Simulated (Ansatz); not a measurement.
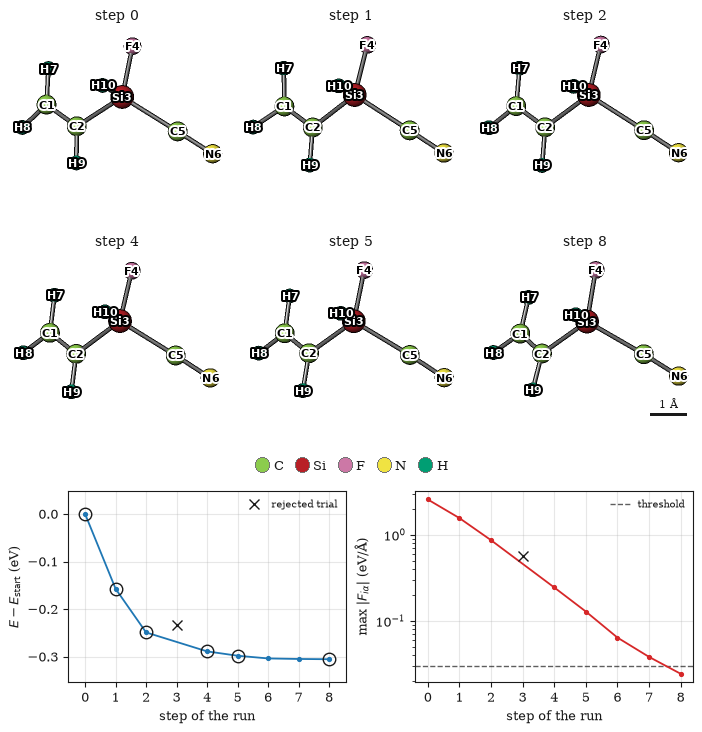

Frames of a relaxation of C$_{3}$H$_{4}$FNSi (coarse preliminary run), marked on the history of the run. A ball-and-stick model, seen at a tilt.

The start comes from a force field.

Method: RKS PBE-D4/def2-SVP in Ansatz 0.2.0. (force threshold 0.03 eV/Å; at most 200 steps)

**What happens along the run?**

After 7 accepted moves (8 points after the start) the energy has fallen by 0.305 eV. Largest force component: 2.6 eV/Å at the start, 0.024 eV/Å at the end. The line search rejected the trial step at point 3 of the run. The atom that moves furthest after the best rigid fit is H9 (0.41 Å). Largest moves by element: H 0.41 Å, N 0.31 Å, C 0.20 Å, Si 0.17 Å, F 0.17 Å. Some distances before and after: C1–H7 1.052 → 1.104 Å, C2–H9 1.061 → 1.106 Å, Si3–F4 1.598 → 1.637 Å, C2–Si3 1.827 → 1.856 Å. Among the angles between lasting bonds that change: Si3–C2–H9 111.2° → 118.7°, C2–Si3–H10 108.9° → 115.3°, C2–C1–H8 115.9° → 121.9°. Groups turn about C2–Si3 by about 20°. The run took 11 s on 4 threads of Arm Neoverse V2 (shared host). From step 0 to 1: C1 moves most (0.15 Å), energy −0.157 eV. From step 1 to 2: H8 moves most (0.13 Å), energy −0.092 eV. From step 2 to 4: N and H atoms move most (0.10 Å), energy −0.040 eV. From step 4 to 5: H9 moves most (0.10 Å), energy −0.009 eV. From step 5 to 8: H7 moves most (0.16 Å), energy −0.007 eV.

```csv
step,"E − E(0), eV","largest force component, eV/Å",note
0,0.0000,2.5737,
1,-0.1572,1.5651,
2,-0.2489,0.8669,
3,-0.2342,0.5711,rejected
4,-0.2887,0.2451,
5,-0.2979,0.1288,
6,-0.3036,0.0641,
7,-0.3047,0.0383,
8,-0.3052,0.0244,
```
